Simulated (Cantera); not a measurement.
A closed system holds: 1 mol AlN, a varied amount of O2, at 1227 °C and 0.000170 bar.

Equilibrium computed with Cantera from the NASA thermochemical tables; the gas is ideal and each condensed phase is pure. Candidate condensed phases: Al, AlN, Al2O3; 16 gas species. Mutual solubility and eutectic melting of coexisting phases are not modelled. Equilibrium is a limit: real reactors are often held back by kinetics, nucleation or transport.

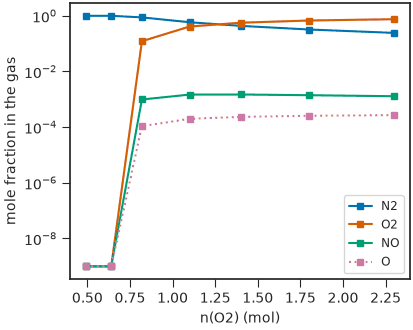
Figure: Equilibrium gas composition (values under 1e-9 drawn at 1e-9)

From 0.49 mol O2 to 0.64 mol O2 the condensed part is AlN(s) + Al2O3(s). From 0.82 mol O2 to 2.3 mol O2 the condensed part is Al2O3(s).
